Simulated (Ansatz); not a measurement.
# Geometry relaxation, with input and output: ZrH5O4F (part 2 of 2)

The same run, continued: ZrH5O4F; RKS PBE-D4/def2-SVP (Ansatz 0.2.0). The run did not end well. The input holds or restrains some coordinates. It belongs to a series of runs on one base structure; here: pulled along the bonds that form and break, towards end B.

Geometry of the input (Å):
```
Zr 0.0000  0.0000  0.0000
O  0.0000  0.0000  2.4200
H  -0.9095  -0.2814  2.7571
O  1.9520  0.0000  -0.6893
H  2.2684  -0.9521  -0.8060
O  -0.9750  1.6891  -0.6893
H  -1.9328  1.4584  -0.9117
O  -0.9750  -1.6891  -0.6893
H  -1.4296  -2.1548  0.0831
F  1.1957  1.8033  0.7189
H  0.7737  1.1668  1.8915
```

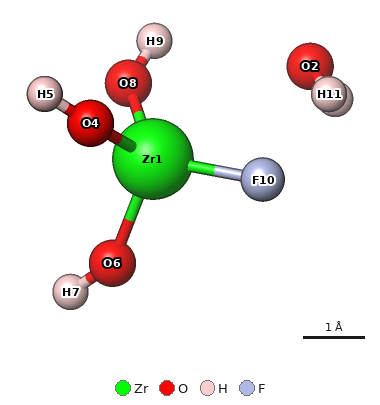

Fig. 1: The geometry at step 14 of the log (ball-and-stick view, seen at a tilt; atoms are numbered from 1 in the order of the input).

Output, continued:
```
Error: geometry relaxation did not converge after 25 steps: max|allowed force component| = 4.57e-1 eV/Å without the restraints, 1.72e-1 eV/Å with the forces of `relax.restrain` added, the figure compared with `relax.f_tol` (threshold 1.5e-1). Raise `relax.max_steps` over both its present limit and 25, loosen `relax.f_tol`, or start from a geometry closer to equilibrium; or lower a very stiff `relax.restrain[].k`, which can take fewer steps but ends farther from `at`. Where this run's directory can be resumed (`checkpoint.write`), a resume goes on for up to `relax.max_steps` more
```

Trajectory as extended XYZ (Å, eV, eV/Å), 20 of the 25 frames kept, from step=1 to step=25:
```
11
Properties=species:S:1:pos:R:3:forces:R:3 step=1 energy=-12252.25166
Zr    0.0000    0.0000    0.0000    1.5580   1.9531  -0.4895
O     0.0000    0.0000    2.4200    0.2871   0.1204  -2.7804
H    -0.9095   -0.2814    2.7571    1.1961   1.2293  -0.3004
O     1.9520    0.0000   -0.6893   -1.6019  -2.2519   0.2538
H     2.2684   -0.9521   -0.8060   -0.2976   1.1380  -0.1360
O    -0.9750    1.6891   -0.6893   -0.9050  -2.4292   0.3111
H    -1.9328    1.4584   -0.9117    1.1503   0.4194   0.0734
O    -0.9750   -1.6891   -0.6893    0.1486   0.8632   2.1889
H    -1.4296   -2.1548    0.0831    0.4601   0.2947  -1.2755
F     1.1957    1.8033    0.7189   -1.5106  -1.8121   3.4900
H     0.7737    1.1668    1.8915   -0.4851   0.4751  -1.3353
11
Properties=species:S:1:pos:R:3:forces:R:3 step=2 energy=-12252.14079
Zr    0.0493    0.0696   -0.1679    1.1296   1.2566   1.0724
O     0.0481    0.0657    2.5600    1.1124   0.3922  -2.6073
H    -0.8952   -0.2649    2.7548    1.3995   1.7929  -0.4574
O     1.9472   -0.0163   -0.6949   -0.2754  -1.7309  -0.6283
H     2.2674   -0.9497   -0.8090   -0.0523   0.5007  -0.2096
O    -0.9834    1.6765   -0.6918   -1.0253  -1.0822  -0.4060
H    -1.9287    1.4601   -0.9131    0.5522   0.3007  -0.0389
O    -0.9684   -1.6736   -0.6725    0.3296   1.0525   1.8091
H    -1.4264   -2.1528    0.0748    0.3448   0.1844  -1.0287
F     1.1752    1.7792    0.6250   -1.3956  -1.4095   2.1784
H     0.6827    1.0463    2.0196   -2.1196  -1.2573   0.3161
11
Properties=species:S:1:pos:R:3:forces:R:3 step=4 energy=-12253.26476
Zr    0.1364    0.1874   -0.3701    0.0172  -0.1941   1.3459
O     0.1207    0.0917    2.7861    0.1141  -1.5569  -0.2218
H    -0.8344   -0.1679    2.7416    0.7792   1.2723  -0.3106
O     1.9998   -0.0734   -0.7808    0.8130  -0.6231  -1.0598
H     2.2956   -0.9931   -0.8376    0.3132  -0.5348  -0.3139
O    -1.0358    1.6898   -0.7531   -0.6813   0.2670  -0.7345
H    -1.9627    1.4664   -0.9332   -0.4420   0.0491  -0.2770
O    -0.9265   -1.5862   -0.5978    0.5205   1.2108   1.2242
H    -1.4157   -2.1522    0.0411    0.2302   0.1009  -0.5984
F     1.0999    1.7196    0.4889   -0.7803  -0.5343   1.1537
H     0.4906    0.8582    2.3000   -0.8837   0.5431  -0.2078
11
Properties=species:S:1:pos:R:3:forces:R:3 step=5 energy=-12254.24533
Zr    0.1856    0.2434   -0.4105    0.3041   0.3914   1.1849
O     0.1397   -0.0144    2.8255   -0.1678   0.0494  -0.9387
H    -0.8508   -0.0801    2.8185    0.8673   0.6900   0.0219
O     2.0400   -0.1442   -0.9434   -0.1245  -0.2976  -0.6423
H     2.3268   -1.0748   -0.9419    0.1422  -0.1084  -0.2410
O    -1.0908    1.6816   -0.8897   -0.1435  -0.3073  -0.5215
H    -2.0276    1.4469   -1.0176   -0.0938   0.0646  -0.2384
O    -0.8622   -1.4645   -0.4999   -0.0555   0.2427   1.0663
H    -1.3793   -2.1259    0.0235    0.4987   0.4980  -0.6221
F     1.0427    1.6934    0.6329   -0.5161  -0.6362   0.6555
H     0.4439    0.8787    2.4875   -0.7112  -0.5866   0.2753
11
Properties=species:S:1:pos:R:3:forces:R:3 step=6 energy=-12254.79660
Zr    0.2240    0.3009   -0.4009    0.2873   0.4412   0.8321
O     0.1339   -0.1084    2.8276   -0.9102   1.4676  -0.7205
H    -0.8576   -0.0058    2.9164    1.0066  -0.1730   0.0505
O     2.0042   -0.1776   -1.1321   -0.3669  -0.2847  -0.2392
H     2.3370   -1.0954   -1.0320   -0.0488   0.2977  -0.2414
O    -1.0937    1.6400   -1.0554    0.1473  -0.4186  -0.2709
H    -2.0444    1.4294   -1.1250    0.1263   0.0578  -0.1974
O    -0.8174   -1.3648   -0.3826   -0.2480  -0.2270   0.7317
H    -1.3330   -2.0944    0.0333    0.4887   0.5791  -0.3825
F     1.0158    1.6635    0.7906   -0.3883  -0.5167   0.2931
H     0.3992    0.8528    2.6451   -0.0942  -1.2233   0.1445
11
Properties=species:S:1:pos:R:3:forces:R:3 step=7 energy=-12255.12258
Zr    0.2465    0.3438   -0.3294    0.1160   0.2452  -0.2843
O     0.0681   -0.1583    2.8860   -0.5141   1.0956  -0.5477
H    -0.9032    0.0267    2.9816    0.7346  -0.1726   0.0315
O     1.9064   -0.1670   -1.3003   -0.4269  -0.1783   0.2835
H     2.3145   -1.0526   -1.1733   -0.1667   0.3968  -0.2305
O    -1.0328    1.5813   -1.2211    0.3321  -0.4757   0.1688
H    -1.9944    1.4166   -1.2645    0.1902   0.0289  -0.1602
O    -0.7834   -1.3107   -0.2543   -0.1737  -0.1593   0.5444
H    -1.2846   -2.0720    0.0989    0.3180   0.3824  -0.1679
F     1.0010    1.6670    0.9175   -0.2224  -0.3502   0.2966
H     0.4297    0.7656    2.7440   -0.1872  -0.8128   0.0657
11
Properties=species:S:1:pos:R:3:forces:R:3 step=9 energy=-12255.38600
Zr    0.2448    0.3908   -0.3153   -0.0957   0.2875   0.4429
O    -0.0397   -0.2445    2.8759    0.2909   0.5348  -0.1031
H    -0.9351    0.0224    3.1589    0.0634   0.0092  -0.0149
O     1.8006   -0.1052   -1.3827    0.0973  -0.2223   0.0174
H     2.2336   -0.9694   -1.4944    0.0259   0.1203  -0.1160
O    -0.9195    1.5354   -1.3785   -0.1584   0.0444  -0.0871
H    -1.8504    1.4036   -1.6318    0.1290   0.0496  -0.0553
O    -0.8303   -1.1922   -0.0496   -0.0871  -0.5773   0.2209
H    -1.1231   -2.0308    0.3559    0.1255   0.4577  -0.1366
F     0.9325    1.6133    1.0712   -0.0758  -0.1968  -0.0231
H     0.4546    0.6167    2.8753   -0.3151  -0.5071  -0.1451
11
Properties=species:S:1:pos:R:3:forces:R:3 step=10 energy=-12255.42697
Zr    0.1921    0.3833   -0.2925    0.0438  -0.0752   0.2727
O    -0.0640   -0.2930    2.8944    0.2567   0.5471  -0.1288
H    -0.9486    0.0647    3.1045    0.0637  -0.0402   0.0084
O     1.7616   -0.1099   -1.3320    0.1329  -0.3504  -0.0455
H     2.2588   -0.9086   -1.5920   -0.1601   0.3055   0.0220
O    -0.9226    1.5447   -1.3896   -0.4576  -0.0521  -0.1324
H    -1.8185    1.5320   -1.7819    0.4073   0.0145   0.1048
O    -0.8212   -1.2437    0.0424    0.0217  -0.1075   0.0328
H    -1.0678   -2.0624    0.5092    0.0955   0.3612  -0.1068
F     0.9144    1.6012    1.0741   -0.1335  -0.1910   0.0560
H     0.4836    0.5321    2.8484   -0.2704  -0.4118  -0.0831
11
Properties=species:S:1:pos:R:3:forces:R:3 step=11 energy=-12255.46965
Zr    0.2018    0.3689   -0.2918    0.0592   0.1423   0.0818
O    -0.1438   -0.3132    2.8830    0.4016   0.4501  -0.0756
H    -0.9479    0.0992    3.2497   -0.0065   0.0051  -0.0090
O     1.7466   -0.1508   -1.3444    0.1714  -0.1623  -0.0081
H     2.3199   -0.8182   -1.7594   -0.2107   0.2166   0.0724
O    -0.9592    1.4965   -1.3682   -0.1598   0.0057  -0.0526
H    -1.7564    1.5443   -1.9222    0.2005  -0.0298   0.0785
O    -0.7953   -1.2604    0.0253   -0.0038   0.0253  -0.0494
H    -1.0730   -1.9497    0.6423   -0.0113  -0.0450   0.1100
F     0.8871    1.5725    1.1110   -0.0646  -0.2224  -0.0328
H     0.4881    0.4511    2.8596   -0.3762  -0.3854  -0.1152
11
Properties=species:S:1:pos:R:3:forces:R:3 step=12 energy=-12255.49395
Zr    0.2060    0.3627   -0.2744    0.1758   0.2366   0.2980
O    -0.1871   -0.3213    2.8970    0.2529   0.5088  -0.0338
H    -0.9918    0.1179    3.2386    0.1032  -0.0703  -0.0503
O     1.7663   -0.1375   -1.3147   -0.0069  -0.0898  -0.0700
H     2.2052   -0.7620   -1.9133   -0.0648   0.0937   0.0593
O    -0.9740    1.4957   -1.3260   -0.0499  -0.0521  -0.0591
H    -1.6574    1.5225   -2.0139    0.0741   0.0057   0.0576
O    -0.7753   -1.2792    0.0510   -0.0428  -0.1006   0.0074
H    -1.0091   -1.9295    0.7320    0.0386   0.0852  -0.0055
F     0.9258    1.5409    1.1349   -0.1375  -0.2502  -0.0842
H     0.4594    0.4299    2.8738   -0.3427  -0.3669  -0.1194
11
Properties=species:S:1:pos:R:3:forces:R:3 step=14 energy=-12255.50235
Zr    0.2209    0.3696   -0.2683    0.1198   0.1866   0.1602
O    -0.2189   -0.3417    2.8906    0.3323   0.4803  -0.0738
H    -1.0137    0.1067    3.2386    0.0404  -0.0311  -0.0206
O     1.7553   -0.1355   -1.3405    0.0673  -0.1068  -0.0761
H     2.1878   -0.7520   -1.9531   -0.0889   0.1169   0.0919
O    -0.9638    1.4856   -1.3298   -0.1040  -0.0121  -0.0714
H    -1.6415    1.5131   -2.0246    0.1109  -0.0008   0.0966
O    -0.7549   -1.2747    0.0671   -0.0835  -0.2005   0.1262
H    -0.9791   -1.8728    0.8019    0.0742   0.1684  -0.0992
F     0.9388    1.5404    1.1465   -0.1176  -0.2418  -0.0407
H     0.4368    0.4015    2.8565   -0.3510  -0.3592  -0.0930
11
Properties=species:S:1:pos:R:3:forces:R:3 step=15 energy=-12255.51271
Zr    0.2282    0.3667   -0.2766    0.1154   0.1928   0.2530
O    -0.2488   -0.3498    2.8762    0.3778   0.4200  -0.0614
H    -1.0345    0.0990    3.2395   -0.0206   0.0011   0.0040
O     1.7568   -0.1343   -1.3570    0.0408  -0.0560  -0.0526
H     2.1670   -0.7399   -1.9922   -0.0299   0.0478   0.0327
O    -0.9640    1.4824   -1.3281   -0.0259  -0.0091  -0.0005
H    -1.6243    1.5118   -2.0355    0.0049   0.0134  -0.0010
O    -0.7411   -1.2818    0.0763   -0.0571  -0.1594   0.0966
H    -0.9373   -1.8144    0.8679    0.0620   0.1408  -0.0751
F     0.9477    1.5174    1.1542   -0.1159  -0.2369  -0.0758
H     0.4184    0.3832    2.8603   -0.3517  -0.3544  -0.1199
11
Properties=species:S:1:pos:R:3:forces:R:3 step=16 energy=-12255.52560
Zr    0.2409    0.3665   -0.2830    0.0978   0.1430   0.1864
O    -0.2995   -0.3722    2.8569    0.3382   0.4611  -0.0321
H    -1.0660    0.0965    3.2402    0.0472  -0.0375  -0.0297
O     1.7591   -0.1376   -1.3765    0.0290  -0.0363  -0.0665
H     2.1538   -0.7310   -2.0328   -0.0264   0.0427   0.0391
O    -0.9718    1.4748   -1.3191   -0.0829  -0.0032  -0.0844
H    -1.6191    1.5162   -2.0407    0.0750   0.0095   0.0870
O    -0.7143   -1.2929    0.0885   -0.0862  -0.2787   0.4905
H    -0.8763   -1.7188    0.9622    0.1229   0.3115  -0.4372
F     0.9712    1.4979    1.1576   -0.1337  -0.2553  -0.0502
H     0.3899    0.3410    2.8318   -0.3810  -0.3568  -0.1028
11
Properties=species:S:1:pos:R:3:forces:R:3 step=17 energy=-12255.54297
Zr    0.2624    0.3612   -0.2977    0.0552   0.0937   0.1849
O    -0.3739   -0.3996    2.8203    0.3722   0.4813   0.0986
H    -1.1112    0.0881    3.2354    0.0256  -0.0576  -0.0375
O     1.7613   -0.1340   -1.4217    0.0642  -0.1128  -0.1534
H     2.1363   -0.7169   -2.1016   -0.0531   0.1017   0.1182
O    -0.9697    1.4659   -1.3154   -0.0779  -0.0162  -0.0727
H    -1.6098    1.5217   -2.0417    0.0529   0.0169   0.0784
O    -0.6688   -1.2991    0.1457   -0.0529  -0.2662   0.7774
H    -0.7988   -1.5918    1.0911    0.1483   0.3892  -0.8066
F     0.9940    1.4607    1.1670   -0.1305  -0.2596  -0.0618
H     0.3461    0.2840    2.8037   -0.4040  -0.3705  -0.1255
11
Properties=species:S:1:pos:R:3:forces:R:3 step=19 energy=-12255.59168
Zr    0.3611    0.2929   -0.3330   -0.0099   0.3247   0.1039
O    -0.5560   -0.3553    2.7500    0.4134   0.5495   0.3279
H    -1.2640    0.1541    3.1926    0.0701  -0.1128  -0.1106
O     1.7981   -0.1400   -1.5626   -0.0396  -0.0560  -0.0367
H     2.1577   -0.6877   -2.2747    0.0224   0.0200   0.0005
O    -0.9747    1.4124   -1.2043   -0.0430  -0.0733  -0.0940
H    -1.6785    1.5267   -1.8629    0.1092  -0.0014   0.1316
O    -0.5017   -1.3679    0.2128    0.0388  -0.0277   0.4637
H    -0.6956   -1.3798    1.1929    0.0380   0.0218  -0.4781
F     1.0984    1.3221    1.1801   -0.0896  -0.2582  -0.0976
H     0.2230    0.2626    2.7940   -0.5098  -0.3866  -0.2105
11
Properties=species:S:1:pos:R:3:forces:R:3 step=20 energy=-12255.61447
Zr    0.4236    0.2798   -0.3124    0.2563  -0.0008  -0.1731
O    -0.6506   -0.3332    2.7316    0.1983   0.8189   0.2887
H    -1.3848    0.2224    3.0774    0.2495  -0.2585  -0.1537
O     1.7830   -0.1458   -1.6381   -0.1875   0.0520   0.1806
H     2.1210   -0.6795   -2.3702    0.0192   0.0124  -0.0202
O    -0.9677    1.3899   -1.1107   -0.1378  -0.0854  -0.0419
H    -1.7173    1.5250   -1.7149    0.1934  -0.0174   0.1775
O    -0.3258   -1.4279    0.2714   -0.0674   0.2365   0.2196
H    -0.6665   -1.3451    1.2054    0.1268  -0.1063  -0.2783
F     1.2291    1.2612    1.1996   -0.2060  -0.2311  -0.0693
H     0.1239    0.2934    2.7458   -0.4446  -0.4203  -0.1298
11
Properties=species:S:1:pos:R:3:forces:R:3 step=21 energy=-12255.64384
Zr    0.4676    0.2416   -0.3122    0.0737   0.1576   0.0296
O    -0.6954   -0.2769    2.7051    0.2070   0.5127   0.1336
H    -1.4383    0.2983    2.9787    0.1164  -0.1154  -0.0602
O     1.8007   -0.1429   -1.6706   -0.1021  -0.0292   0.0514
H     2.1325   -0.6514   -2.4240    0.0200   0.0348  -0.0009
O    -0.9712    1.3562   -1.0127    0.0380  -0.1090   0.0227
H    -1.7457    1.5072   -1.5739    0.0481   0.0132   0.0528
O    -0.2827   -1.4601    0.2761    0.0346   0.0938  -0.0108
H    -0.6621   -1.3722    1.1864    0.0422  -0.0658  -0.0247
F     1.2775    1.2058    1.2066   -0.1620  -0.2109  -0.0775
H     0.0849    0.3347    2.7255   -0.3160  -0.2818  -0.1159
11
Properties=species:S:1:pos:R:3:forces:R:3 step=22 energy=-12255.67023
Zr    0.5028    0.1896   -0.2947    0.1077   0.1593   0.1454
O    -0.7890   -0.1858    2.6860    0.4524   0.3311  -0.0597
H    -1.5042    0.4515    2.8686    0.0127  -0.0121  -0.0245
O     1.7699   -0.1440   -1.7206   -0.0582  -0.0363   0.0396
H     2.1340   -0.5591   -2.5141    0.0207   0.0298   0.0012
O    -0.9768    1.2968   -0.8967    0.0059  -0.0455   0.0120
H    -1.7410    1.5140   -1.4477   -0.0032   0.0235   0.0211
O    -0.1868   -1.5358    0.2938    0.0111  -0.0065   0.0213
H    -0.6241   -1.4714    1.1752   -0.0119  -0.0222   0.0165
F     1.3531    1.1101    1.2285   -0.1567  -0.1639  -0.0962
H     0.0299    0.3745    2.7068   -0.3805  -0.2572  -0.0766
11
Properties=species:S:1:pos:R:3:forces:R:3 step=24 energy=-12255.67840
Zr    0.5076    0.1731   -0.2917    0.1186   0.0531   0.3056
O    -0.8113   -0.1566    2.6731    0.4295   0.3576  -0.0757
H    -1.5184    0.5061    2.7921    0.0532  -0.0445  -0.0203
O     1.7554   -0.1559   -1.7304    0.0015  -0.0533  -0.0753
H     2.1492   -0.5249   -2.5335   -0.0081   0.0532   0.0617
O    -0.9897    1.2758   -0.8448   -0.0526   0.0015  -0.0342
H    -1.7474    1.5317   -1.3879   -0.0042   0.0249   0.0220
O    -0.1505   -1.5613    0.3106    0.0164  -0.0140  -0.0484
H    -0.6194   -1.5146    1.1743   -0.0088   0.0140   0.0433
F     1.3742    1.0783    1.2309   -0.1491  -0.1349  -0.1080
H     0.0182    0.3885    2.6923   -0.3965  -0.2577  -0.0706
11
Properties=species:S:1:pos:R:3:forces:R:3 step=25 energy=-12255.68077
Zr    0.5241    0.1464   -0.2894    0.0271   0.0690   0.3233
O    -0.8510   -0.1241    2.6601    0.3467   0.4572  -0.0999
H    -1.5491    0.5611    2.7177    0.1548  -0.1703  -0.0352
O     1.7433   -0.1671   -1.7555   -0.0249  -0.0312  -0.0229
H     2.1619   -0.4851   -2.5668   -0.0026   0.0365   0.0404
O    -0.9960    1.2485   -0.7890   -0.0530   0.0015  -0.0710
H    -1.7558    1.5480   -1.3098    0.0862  -0.0203   0.0750
O    -0.1151   -1.5937    0.3247   -0.0305   0.0383   0.0986
H    -0.5914   -1.5417    1.1881    0.0480   0.0144  -0.1155
F     1.4112    1.0385    1.2305   -0.1801  -0.1447  -0.1467
H    -0.0142    0.4094    2.6745   -0.3716  -0.2506  -0.0460
```
